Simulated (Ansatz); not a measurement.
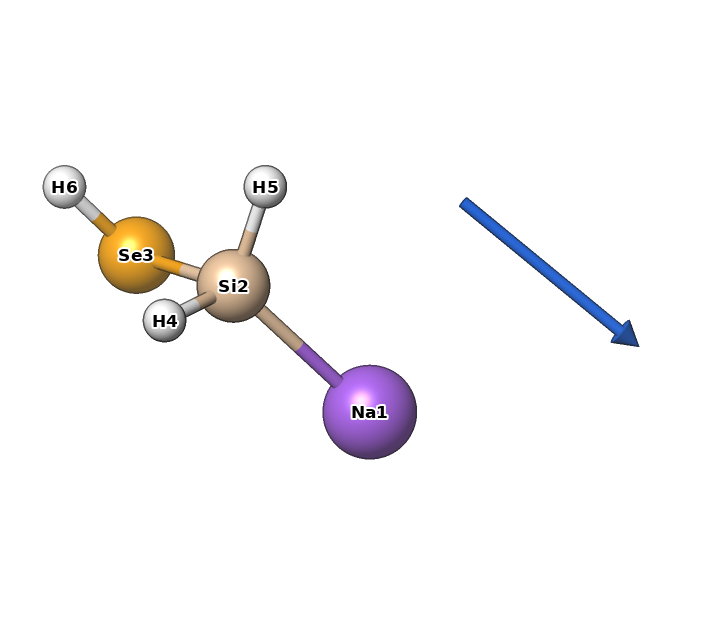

The arrow beside the molecule shows the direction of the dipole moment, from the negative to the positive end (its length means nothing). The geometry was computed by an optimisation with PBE-D4/def2-SVP. No frequency run is at hand to confirm it as a minimum. Method: RKS PBE-D4/def2-SVP (Ansatz 0.2.0).

### Estimate the dipole moment.

7.38 D; it points from the side of H6 to the side of Na1 (the outermost atoms at the two ends).
